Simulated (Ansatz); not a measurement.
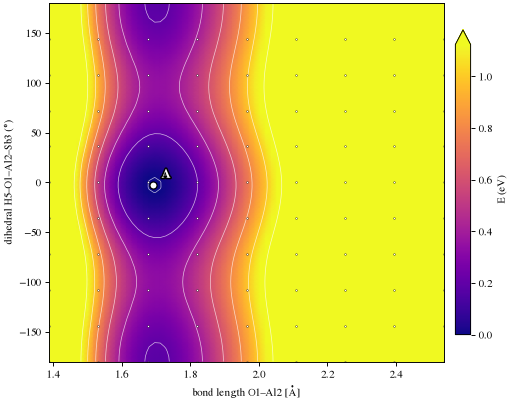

AlClH3OSb, SMILES [OH][AlH][SbH][Cl]. The first coordinate is: bond length O1–Al2; the second: dihedral H5–O1–Al2–Sb3. Nothing is relaxed (all other coordinates rigid). The grid has 9 × 10 points. Points are written as (first, second). Energies: eV, counted from the lowest grid point. The reference is spin-restricted, which grows unreliable where a bond is stretched far. Computed with RKS CAM-B3LYP-D4/def2-SVP (Ansatz).

Drawn: a smooth colour map with a few white contour lines, dots at the grid points, one colour for all values above the top of the scale, the well A. Between grid points the surface is interpolated.

Question: Estimate the position of the minimum and the force constants in these coordinates. Take the well at A.

Answer: The interpolated minimum is at bond length O1–Al2 ≈ 1.692 Å, dihedral H5–O1–Al2–Sb3 ≈ −3°. The curvatures there are about 29 eV/Å² and 0.73 eV/rad², with a cross term of about 0 eV/(Å·rad). Round the minimum the two coordinates are nearly uncoupled.
